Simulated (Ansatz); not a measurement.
**Ligand exchange: MgHCl + C3H8O → MgH(OH) + C3H7Cl**

Species: MgHCl `[MgH][Cl]`, singlet; C3H8O (1-propanol) `CCCO`, singlet; MgH(OH), singlet; C3H7Cl (1-chloropropane) `CCCCl`, singlet. The partners trade Cl for OH: Mg–Cl and C–OH bonds give way to Mg–OH and C–Cl.

Shapes, held fixed at every level: PBE0-D4/def2-TZVP. Flexible molecules stand in one conformer, not always the lowest. Programs: Ansatz 0.2.0. The zero-point and thermal change to 298 K, harmonic and unscaled (PBE0-D4/def2-TZVP), is -5.2 kJ/mol.

```json
{"level": "r2SCAN-D4/def2-TZVPP", "kind": "meta-GGA", "ΔH(298 K) (kJ/mol)": "+51.4", "less CCSD(T)/def2-TZVPP": "+1.7"}
{"level": "BHLYP-D4/def2-TZVPP", "kind": "global hybrid", "ΔH(298 K) (kJ/mol)": "+55.7", "less CCSD(T)/def2-TZVPP": "+6.0"}
{"level": "wB97M-V/def2-TZVPP", "kind": "range-separated hybrid", "ΔH(298 K) (kJ/mol)": "+50.3", "less CCSD(T)/def2-TZVPP": "+0.6"}
{"level": "MP2/def2-SVP", "kind": "perturbation theory", "ΔH(298 K) (kJ/mol)": "+54.4", "less CCSD(T)/def2-TZVPP": "+4.7"}
{"level": "CCSD(T)/def2-SVP", "kind": "coupled cluster or CI", "ΔH(298 K) (kJ/mol)": "+61.3", "less CCSD(T)/def2-TZVPP": "+11.6"}
{"level": "CCSD/def2-SVP", "kind": "coupled cluster or CI", "ΔH(298 K) (kJ/mol)": "+62.9", "less CCSD(T)/def2-TZVPP": "+13.2"}
{"level": "CCSD(T)/def2-TZVPP", "kind": "coupled cluster or CI", "ΔH(298 K) (kJ/mol)": "+49.7", "less CCSD(T)/def2-TZVPP": "0.0"}
```

The highest level, CCSD(T)/def2-TZVPP, gives ΔH(298 K) = +49.7 kJ/mol; the levels span +49.7 to +62.9. The column of differences is taken from that level and isn't an error. No measured value is set beside it here. Correlated rows may include outer-core shells of Mg, which these sets cover unevenly.

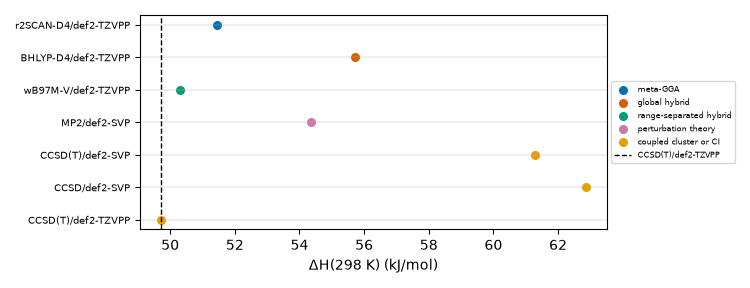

The values of the table, level by level.
